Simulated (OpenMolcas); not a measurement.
## Run report: TaH⁺, relativistic diatomic calculation (part 2 of 2)

Continued. System: TaH⁺. Method: SA-CASSCF(5,7)/XMS-CASPT2 + RASSI spin-orbit (X2C scalar, AMFI), ANO-RCC-VDZP (OpenMolcas).

## Log (extracts), continued
```
++ Dipole transition strengths (spin-free states):
     for osc. strength at least  1.00000000E-05
      From   To        Osc. strength     Einstein coefficients Ax, Ay, Az (sec-1)    Total A (sec-1)
         7    4       6.28024371E-05  9.31151519E+01  3.94042681E+01  0.00000000E+00  1.32519420E+02
         7    3       6.28024348E-05  3.94042715E+01  9.31151438E+01  0.00000000E+00  1.32519415E+02
         7   10       6.06366445E-05  0.00000000E+00  0.00000000E+00  2.43519874E+03  2.43519874E+03
         7    5       3.36807304E-04  1.63729504E+04  6.08315684E+02  0.00000000E+00  1.69812661E+04
         7    6       3.36807307E-04  6.08315683E+02  1.63729505E+04  0.00000000E+00  1.69812662E+04
         2    8       2.34847296E-04  3.84869264E+03  5.50986379E+01  0.00000000E+00  3.90379128E+03
         2    9       2.23675013E-04  2.69650864E+01  3.69176175E+03  0.00000000E+00  3.71872684E+03
         1    8       2.34847318E-04  5.50988046E+01  3.84869284E+03  0.00000000E+00  3.90379165E+03
         1    9       2.23674991E-04  3.69176152E+03  2.69649665E+01  0.00000000E+00  3.71872648E+03
         4    8       1.78845194E-04  9.08683818E+02  5.12478164E+02  0.00000000E+00  1.42116198E+03
         4    9       1.86846160E-04  5.78722662E+02  9.06392351E+02  0.00000000E+00  1.48511501E+03
         4   10       2.68775536E-04  4.50305880E+03  1.90977860E+03  0.00000000E+00  6.41283740E+03
         4    5       1.33815670E-04  0.00000000E+00  0.00000000E+00  4.26866042E+03  4.26866042E+03
         4    6       2.20002702E-05  0.00000000E+00  0.00000000E+00  7.01798849E+02  7.01798849E+02
         3    8       1.78845263E-04  5.12478428E+02  9.08684104E+02  0.00000000E+00  1.42116253E+03
         3    9       1.86846108E-04  9.06392040E+02  5.78722554E+02  0.00000000E+00  1.48511459E+03
         3   10       2.68775517E-04  1.90977892E+03  4.50305805E+03  0.00000000E+00  6.41283697E+03
         3    5       2.20002708E-05  0.00000000E+00  0.00000000E+00  7.01798867E+02  7.01798867E+02
         3    6       1.33815670E-04  0.00000000E+00  0.00000000E+00  4.26866043E+03  4.26866043E+03
        11   16       4.44856182E-05  0.00000000E+00  0.00000000E+00  1.06172202E+03  1.06172202E+03
        11   19       3.24079437E-05  8.00666113E+02  2.11997905E+01  0.00000000E+00  8.21865903E+02
        11   20       2.80774766E-04  2.80466890E+02  1.09087215E+04  0.00000000E+00  1.11891884E+04
        11   21       3.52435266E-05  1.97918866E+03  5.53069120E+01  0.00000000E+00  2.03449557E+03
        11   22       3.33621438E-05  6.33685913E+01  1.86549252E+03  0.00000000E+00  1.92886111E+03
        12   15       4.44856186E-05  0.00000000E+00  0.00000000E+00  1.06172203E+03  1.06172203E+03
        12   19       3.24079930E-05  2.12002181E+01  8.00666934E+02  0.00000000E+00  8.21867152E+02
        12   20       2.80775553E-04  1.09087523E+04  2.80467467E+02  0.00000000E+00  1.11892198E+04
        12   21       3.52433707E-05  5.53031112E+01  1.97918346E+03  0.00000000E+00  2.03448657E+03
        12   22       3.33612693E-05  1.86544024E+03  6.33703127E+01  0.00000000E+00  1.92881055E+03
        17   13       4.72606754E-05  1.83252768E+02  4.55356067E+01  0.00000000E+00  2.28788374E+02
        17   14       4.72605492E-05  4.55340745E+01  1.83253689E+02  0.00000000E+00  2.28787763E+02
        17   15       5.75421906E-05  2.24282183E+02  1.32968087E+02  0.00000000E+00  3.57250270E+02
        17   16       5.75421522E-05  1.32968458E+02  2.24281573E+02  0.00000000E+00  3.57250031E+02
        18   13       4.80410354E-05  2.07821511E+01  2.10333301E+02  0.00000000E+00  2.31115452E+02
        18   14       4.80411109E-05  2.10333634E+02  2.07821816E+01  0.00000000E+00  2.31115815E+02
        18   15       5.65456568E-05  8.09846427E+01  2.68144679E+02  0.00000000E+00  3.49129322E+02
        18   16       5.65455520E-05  2.68144464E+02  8.09842114E+01  0.00000000E+00  3.49128675E+02
        13   21       6.96867044E-05  2.35936668E+02  3.92886175E+02  0.00000000E+00  6.28822842E+02
        13   22       8.69529117E-05  3.82256525E+02  4.05433187E+02  0.00000000E+00  7.87689712E+02
        13   23       4.21286684E-05  1.55459277E+01  4.83703098E+02  0.00000000E+00  4.99249026E+02
        13   24       4.21362246E-05  4.84462913E+02  1.54783247E+01  0.00000000E+00  4.99941238E+02
        14   21       6.96939208E-05  3.92947782E+02  2.35940178E+02  0.00000000E+00  6.28887960E+02
        14   22       8.69495673E-05  4.05382634E+02  3.82276782E+02  0.00000000E+00  7.87659416E+02
        14   23       4.21236599E-05  4.83650252E+02  1.55394201E+01  0.00000000E+00  4.99189672E+02
        14   24       4.21352728E-05  1.54761924E+01  4.84453753E+02  0.00000000E+00  4.99929945E+02
        15   20       4.80513697E-05  9.35619749E+01  4.34473982E+00  0.00000000E+00  9.79067148E+01
        15   21       9.17165814E-05  2.01497432E+01  6.54652227E+02  0.00000000E+00  6.74801970E+02
        15   22       7.72173099E-05  5.24301378E+02  4.62798710E+01  0.00000000E+00  5.70581249E+02
        16   20       4.80511522E-05  4.34479738E+00  9.35614743E+01  0.00000000E+00  9.79062717E+01
        16   21       9.17164027E-05  6.54651261E+02  2.01493937E+01  0.00000000E+00  6.74800655E+02
        16   22       7.72168530E-05  4.62799677E+01  5.24297906E+02  0.00000000E+00  5.70577873E+02
 Electric-quadrupole - electric-quadrupole not included
 Electric-dipole - electric-octupole not included
 Electric-dipole - magnetic-quadrupole not included
   Eigenvalues of complex Hamiltonian:
  (Shifted by EMIN (a.u.) =     -15602.0974746246)
 SO State       Relative EMIN(au)   Rel lowest level(eV)    D:o, cm**(-1)      Omega
     1            -0.0150119511        0.0000000000              0.0000         1.5
     2            -0.0150119511        0.0000000000              0.0000         1.5
     3            -0.0104519416        0.1240841796           1000.8064         0.5
     4            -0.0104519416        0.1240841796           1000.8064         0.5
     5            -0.0053224163        0.2636656744           2126.6071         1.7
     6            -0.0053224163        0.2636656744           2126.6071         1.7
     7            -0.0051453661        0.2684834551           2165.4651         2.3
     8            -0.0051453661        0.2684834551           2165.4651         2.3
     9             0.0002944021        0.4165070889           3359.3562         0.5
    10             0.0002944021        0.4165070889           3359.3562         0.5
    11             0.0031507265        0.4942316335           3986.2470         0.5
    12             0.0031507265        0.4942316335           3986.2470         0.5
    13             0.0046682186        0.5355246992           4319.2980         3.5
    14             0.0046682186        0.5355246992           4319.2980         3.5
    15             0.0071600615        0.6033311976           4866.1943         1.5
    16             0.0071600615        0.6033311976           4866.1943         1.5
    17             0.0084085952        0.6373055305           5140.2158         2.5
    18             0.0084085952        0.6373055305           5140.2158         2.5
    19             0.0097117004        0.6727648295           5426.2143         0.5
    20             0.0097117004        0.6727648295           5426.2143         0.5
    21             0.0098954720        0.6777655094           5466.5475         1.5
    22             0.0098954720        0.6777655094           5466.5475         1.5
    23             0.0136123658        0.7789073428           6282.3114         4.5
    24             0.0136123658        0.7789073428           6282.3114         4.5
    25             0.0185545579        0.9133912403           7366.9972         0.5
    26             0.0185545579        0.9133912403           7366.9972         0.5
    27             0.0212158011        0.9858073568           7951.0726         1.5
    28             0.0212158011        0.9858073568           7951.0726         1.5
    29             0.0246165042        1.0783452023           8697.4406         2.5
    30             0.0246165042        1.0783452023           8697.4406         2.5
    31             0.0248508818        1.0847229416           8748.8805         1.5
    32             0.0248508818        1.0847229416           8748.8805         1.5
    33             0.0280101190        1.1706901671           9442.2530         3.5
    34             0.0280101190        1.1706901671           9442.2530         3.5
    35             0.0302791591        1.2324338928           9940.2497         2.5
    36             0.0302791591        1.2324338928           9940.2497         2.5
    37             0.0314210473        1.2635062532          10190.8652         0.5
    38             0.0314210473        1.2635062532          10190.8652         0.5
    39             0.0361000995        1.3908297505          11217.7985         0.5
    40             0.0361000995        1.3908297505          11217.7985         0.5
    41             0.0369803736        1.4147832288          11410.9963         0.5
    42             0.0369803736        1.4147832288          11410.9963         0.5
    43             0.0383410397        1.4518088395          11709.6280         2.4
    44             0.0383410397        1.4518088395          11709.6280         2.4
    45             0.0384089512        1.4536568048          11724.5328         1.7
    46             0.0384089512        1.4536568048          11724.5328         1.7
    47             0.0408764557        1.5208010247          12266.0875         0.5
    48             0.0408764557        1.5208010247          12266.0875         0.5
    49             0.0442781263        1.6133651953          13012.6679         2.5
    50             0.0442781263        1.6133651953          13012.6679         2.5
    51             0.0444166657        1.6171350444          13043.0738         3.5
    52             0.0444166657        1.6171350444          13043.0738         3.5
    53             0.0450305801        1.6338405058          13177.8124         0.5
    54             0.0450305801        1.6338405058          13177.8124         0.5
    55             0.0451235808        1.6363711861          13198.2237         1.5
    56             0.0451235808        1.6363711861          13198.2237         1.5
    57             0.0473401042        1.6966858593          13684.6943         1.5
    58             0.0473401042        1.6966858593          13684.6943         1.5
    59             0.0535481167        1.8656144847          15047.1956         0.5
    60             0.0535481167        1.8656144847          15047.1956         0.5
    61             0.0575186942        1.9736594041          15918.6366         1.5
    62             0.0575186942        1.9736594041          15918.6366         1.5
    63             0.0596701192        2.0322026594          16390.8198         4.5
    64             0.0596701192        2.0322026594          16390.8198         4.5
    65             0.0610771104        2.0704888396          16699.6187         2.5
    66             0.0610771104        2.0704888396          16699.6187         2.5
    67             0.0611408840        2.0722242082          16713.6154         3.5
    68             0.0611408840        2.0722242082          16713.6154         3.5
 Weights of the five most important spin-orbit-free states for each spin-orbit state.
 SO State  Total energy (au)           Spin-free states, spin, and weights
    1        -0.015012       2 1.5  0.4644    1 1.5  0.4644   22 0.5  0.0159   21 0.5  0.0158    8 1.5  0.0103
    2        -0.015012       2 1.5  0.4644    1 1.5  0.4644   22 0.5  0.0159   21 0.5  0.0158    8 1.5  0.0103
    3        -0.010452       7 1.5  0.6215    3 1
```

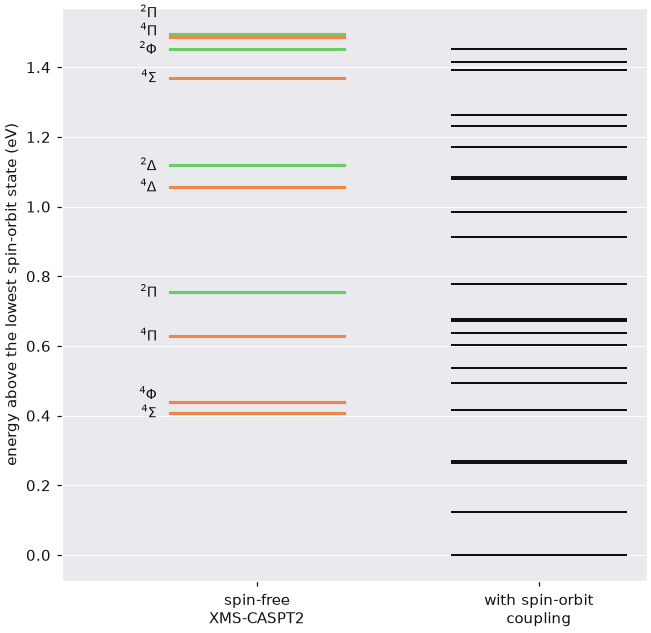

**Figure 1.** States up to 1.5 eV at 1.739 Å, without spin-orbit coupling (left, a colour for each spin multiplicity) and with it (right, where close levels merge). The spin-free states run ⁴Σ (0.00 eV), ⁴Φ (0.03 eV), ⁴Π (0.22 eV), ²Π (0.35 eV), ⁴Δ (0.65 eV), ²Δ (0.71 eV) from the lowest. The lowest spin-orbit levels have |Ω| = 3/2 (0 cm⁻¹), 1/2 (1,001 cm⁻¹), 1.73 (not clean) (2,127 cm⁻¹), 2.35 (not clean) (2,165 cm⁻¹), 1/2 (3,359 cm⁻¹).

Outcome of the run: converged.
